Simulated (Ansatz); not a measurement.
Consider BaPtO3 (cubic perovskite) (Pm-3m).

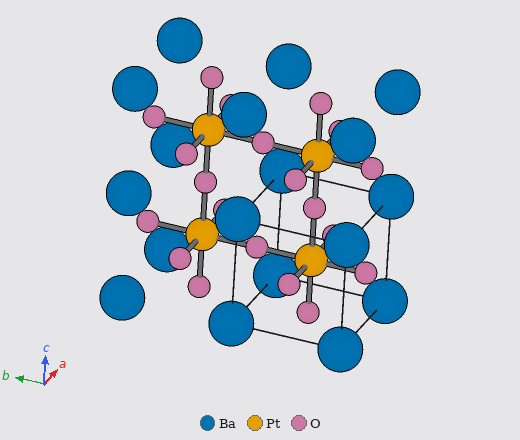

The structure (barium blue, platinum orange, oxygen pink). 1×2×2 cells are drawn. Some periodic images of atoms are drawn too.

The structure was built from a prototype and need not be the compound's stable phase.

```cif
data_structure
_symmetry_space_group_name_H-M 'P 1'
_symmetry_Int_Tables_number 1
_cell_length_a 4.0087
_cell_length_b 4.0087
_cell_length_c 4.0087
_cell_angle_alpha 90.000
_cell_angle_beta 90.000
_cell_angle_gamma 90.000
_cell_volume 64.42
loop_
_atom_site_label
_atom_site_type_symbol
_atom_site_fract_x
_atom_site_fract_y
_atom_site_fract_z
_atom_site_occupancy
Ba1 Ba 0.00000 0.00000 0.00000 1
Pt2 Pt 0.50000 0.50000 0.50000 1
O3 O 0.50000 0.50000 0.00000 1
O4 O 0.50000 0.00000 0.50000 1
O5 O 0.00000 0.50000 0.50000 1
```

The structure was relaxed with LDA. The structure type comes from a generator and need not be one that this composition takes. The structure was generated from a model, not taken from a measurement. The runs that relaxed it are not among those shown. The program's search for lower electronic states was switched off, so nothing shows that the state found is the lowest. Spin-orbit coupling is left out unless a run names it. PAW set soft_2, made with PBE.

A constrained-RPA run (Ansatz 0.2.0; non-magnetic LDA; Pt d + anion p, bands v12 to c2, 4×4×4 mesh, medium accuracy) builds 14 functions on bands 13 eV wide, with 24.0 electrons in the window. The bare on-site interaction is 16.4 eV and the bare J 0.66 eV.

**Question.** Estimate U, U′ and J.

On the Pt d shell, U = 6.91 eV (42 % of the bare value), U′ = 5.90 eV, J = 0.50 eV.

The parent state is non-magnetic and the interaction static (zero frequency); U depends on the window and the orbitals, so it belongs to this model alone. Spin-orbit coupling, which is strong for atoms this heavy, is left out. A window that holds the anion p bands defines a model with explicit ligands; its U belongs to that model and is not the U of DFT+U.

[Paths, hosts, dates, memory and timing lines, banners, echoed tables and standing remarks are left out of the program output.]

[Logs are printed without paths, hosts, clocks, repeated set-up lines and the standing remarks that a program may print on its own settings, such as how far it seeks lower states.]

[Runs of the session that timed out or met a known fault of the program may be left out.]

[Hosts, paths, dates, database ids (printed as entryN), source tags and the programs' standing remarks are cut or masked in the printed files.]
